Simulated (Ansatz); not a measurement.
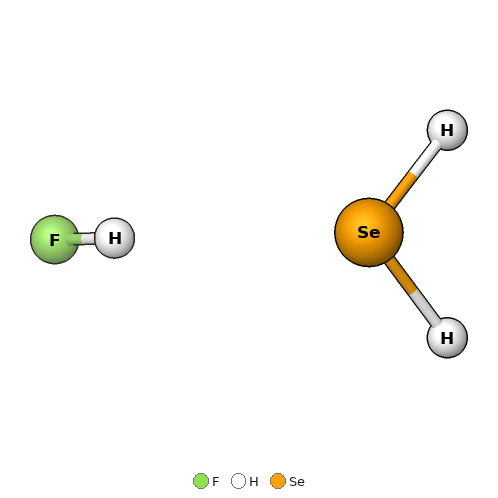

Geometry: a pair of rigid molecules at a changed separation. Properties computed with RKS PBE0-D4/def2-TZVPPD (Ansatz 0.2.0).

Predict the main results.

The species is FH₃Se (`F.[SeH2]`).
- HOMO energy (Kohn–Sham orbital): −7.60 eV
- LUMO energy (Kohn–Sham orbital): −0.53 eV
- HOMO–LUMO gap: 7.08 eV
